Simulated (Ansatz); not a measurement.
**One shape, several levels: InNH4 (SMILES [NH2][InH2])**

We compute a comparison of 3 runs (BLYP/def2-SVP, PBE/def2-SVP, revPBE/def2-SVP) of InNH4. 

The results are computed with Ansatz 0.2.0.

47 further runs of the same task are left out: 47 set aside as unsound or not needed.

## (1) The structure to begin with

InNH4: 6 atoms, total charge 0, spin state singlet. As SMILES, `[NH2][InH2]`. One bond was lengthened or shortened from a relaxed shape.

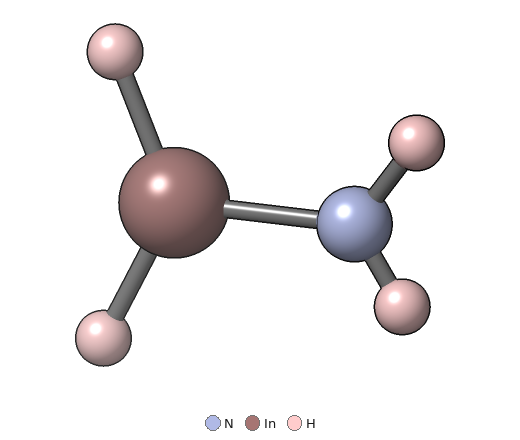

Viewed from a chosen angle; nitrogen light blue, indium brown, hydrogen pink.

## (2) The energy at BLYP/def2-SVP (core potential) (run 1)

in.yaml

```yaml
crystal:
  periodic: [false, false, false]
  atoms:
    - {symbol: N, position_ang: [-0.152810, -0.964988, 0.136476]}
    - {symbol: In, position_ang: [0.034690, 1.031412, 0.051576]}
    - {symbol: H, position_ang: [-0.658610, -1.457388, 0.853276]}
    - {symbol: H, position_ang: [0.311900, -1.697300, -0.629300]}
    - {symbol: H, position_ang: [0.951890, 1.616012, -1.270824]}
    - {symbol: H, position_ang: [-0.748010, 1.885812, 1.311976]}
basis:
  gaussian: {orbitals: def2-SVP}
hamiltonian: {xc: {name: BLYP}}
accuracy: high
output: {orbitals: {seedname: orbitals}}
```

Launch:

```console
$ ansatz run in.yaml --threads 1 --pin off --max-ram 3480MiB --events-out events.jsonl --progress --plain --runs-dir runs
```

Standard output:

```text
Warning: RAYON_NUM_THREADS=1 ignored (pool sized by the plan → 1); use --threads N
Functional definition: BLYP
  name "BLYP"
  parameter beta = 0.0042
  parameter a = 0.04918
  parameter b = 0.132
  parameter c = 0.2533
  parameter d = 0.349
  exchange = b88_x(beta = beta)
  correlation = lyp_c(a = a, b = b, c = c, d = d)
1460 factors; integrals over basis functions are off by at most 3.3e-9 eV
mean field evaluation 1: about -6714.2186 eV, gradient 6.9e1 eV
mean field evaluation 2: about -6643.6170 eV, gradient 1.4e2 eV
mean field evaluation 4: about -6724.5656 eV, gradient 8.0e0 eV
mean field evaluation 8: about -6724.7993 eV, gradient 1.8e-1 eV
mean field evaluation 16: about -6724.7994 eV, gradient 3.0e-6 eV
mean field -6724.79938501 eV, -247.1318191663 hartree, gradient 3.2e-8 eV, S^2 0.000000; 0 other end points of the search recorded, 0 dependent functions left out
reference -6724.79943544 eV, -247.1318210197 hartree; 16, 16 occupied and 44, 44 virtual orbitals, 1460 factors
Total energy: -6724.79943544 eV, -247.1318210197 hartree
```

Run time: 5.4 s. Hardware: 1 thread of Arm Neoverse N1, shared host; peak memory 0.16 GiB.

## (3) A single-point energy at PBE/def2-SVP (core potential) (run 2)

input.yaml

```yaml
crystal:
  periodic: [false, false, false]
  atoms:
    - {symbol: "N", position_ang: [-0.152810, -0.964988, 0.136476]}
    - {symbol: In, position_ang: [0.034690, 1.031412, 0.051576]}
    - {symbol: H, position_ang: [-0.658610, -1.457388, 0.853276]}
    - {symbol: H, position_ang: [0.311900, -1.697300, -0.629300]}
    - {symbol: H, position_ang: [0.951890, 1.616012, -1.270824]}
    - {symbol: H, position_ang: [-0.748010, 1.885812, 1.311976]}
basis:
  gaussian: {orbitals: def2-SVP}
accuracy: high
output: {orbitals: {seedname: orbitals}}
hamiltonian: {xc: pbe}
```

Launch:

```console
$ ansatz run input.yaml --threads 1 --pin off --max-ram 3480MiB --events-out events.jsonl --progress --plain --runs-dir runs
```

Standard output:

```text
Warning: RAYON_NUM_THREADS=1 ignored (pool sized by the plan → 1); use --threads N
Functional definition: PBE
  name "PBE"
  parameter kappa = 0.804
  parameter beta = 0.06672455060314922
  exchange = pbe_x(kappa = kappa, mu = beta*pi^2/3)
  correlation = pbe_c(beta = beta)
1460 factors; integrals over basis functions are off by at most 3.3e-9 eV
mean field evaluation 1: about -6715.1950 eV, gradient 6.6e1 eV
mean field evaluation 2: about -6649.6175 eV, gradient 1.4e2 eV
mean field evaluation 4: about -6724.5806 eV, gradient 7.1e0 eV
mean field evaluation 8: about -6724.7648 eV, gradient 4.5e-1 eV
mean field evaluation 16: about -6724.7654 eV, gradient 7.4e-6 eV
mean field -6724.76543978 eV, -247.1305717023 hartree, gradient 4.8e-8 eV, S^2 0.000000; 0 other end points of the search recorded, 0 dependent functions left out
reference -6724.76544374 eV, -247.1305718476 hartree; 16, 16 occupied and 44, 44 virtual orbitals, 1460 factors
Total energy: -6724.76544374 eV, -247.1305718476 hartree
```

Wall time 5.4 s (1 thread of Arm Neoverse N1, shared host); peak memory 0.16 GiB.

## (4) The energy at revPBE/def2-SVP (core potential) (run 3)

run.yaml

```yaml
crystal:
  periodic: [false, false, false]
  atoms:
    - symbol: "N"
      position_ang: [-0.152810, -0.964988, 0.136476]
    - symbol: In
      position_ang: [0.034690, 1.031412, 0.051576]
    - symbol: H
      position_ang: [-0.658610, -1.457388, 0.853276]
    - symbol: H
      position_ang: [0.311900, -1.697300, -0.629300]
    - symbol: H
      position_ang: [0.951890, 1.616012, -1.270824]
    - symbol: H
      position_ang: [-0.748010, 1.885812, 1.311976]
basis:
  gaussian:
    orbitals: def2-SVP
total_charge: 0
hamiltonian:
  xc: {name: revPBE}
accuracy: high
output: {orbitals: {seedname: orbitals}}
```

Launch:

```console
$ ansatz run run.yaml --threads 1 --pin off --max-ram 3480MiB --events-out events.jsonl --progress --plain --runs-dir runs
```

Standard output:

```text
Warning: RAYON_NUM_THREADS=1 ignored (pool sized by the plan → 1); use --threads N
Functional definition: revPBE
  name "revPBE"
  parameter kappa = 1.245
[... 3 set-up lines as earlier in the session ...]
1460 factors; integrals over basis functions are off by at most 3.3e-9 eV
mean field evaluation 1: about -6718.4117 eV, gradient 6.4e1 eV
mean field evaluation 2: about -6654.6911 eV, gradient 1.3e2 eV
mean field evaluation 4: about -6727.5016 eV, gradient 7.0e0 eV
mean field evaluation 8: about -6727.6776 eV, gradient 4.2e-1 eV
mean field evaluation 16: about -6727.6781 eV, gradient 8.4e-6 eV
mean field -6727.67811057 eV, -247.2376103795 hartree, gradient 4.1e-8 eV, S^2 0.000000; 0 other end points of the search recorded, 0 dependent functions left out
reference -6727.67811550 eV, -247.2376105607 hartree; 16, 16 occupied and 44, 44 virtual orbitals, 1460 factors
Total energy: -6727.67811550 eV, -247.2376105607 hartree
```

It took 5.7 s on 1 thread of Arm Neoverse N1, shared host; peak memory 0.16 GiB.

## (5) All runs side by side

```csv
run,level,energy (Eh),HOMO energy (eV),LUMO energy (eV),HOMO–LUMO gap (eV),wall time
1,BLYP/def2-SVP (core potential),-247.131821,-5.32,-1.56,3.75,5.4 s
2,PBE/def2-SVP (core potential),-247.130572,-5.44,-1.61,3.83,5.4 s
3,revPBE/def2-SVP (core potential),-247.237611,-5.38,-1.52,3.86,5.7 s
```

## (6) What came out

| quantity | value |
| --- | --- |
| run 3: total energy | -247.23761 Eh |
| run 3: HOMO energy | -5.38 eV |
| run 3: LUMO energy | -1.52 eV |
| run 3: HOMO–LUMO gap | 3.86 eV |

What this shows: The HOMO–LUMO gap runs from 3.75 eV (BLYP/def2-SVP) to 3.86 eV (revPBE/def2-SVP). Totals of different functionals can't be ranked against each other. All runs together took 17 s, the longest 5.7 s.
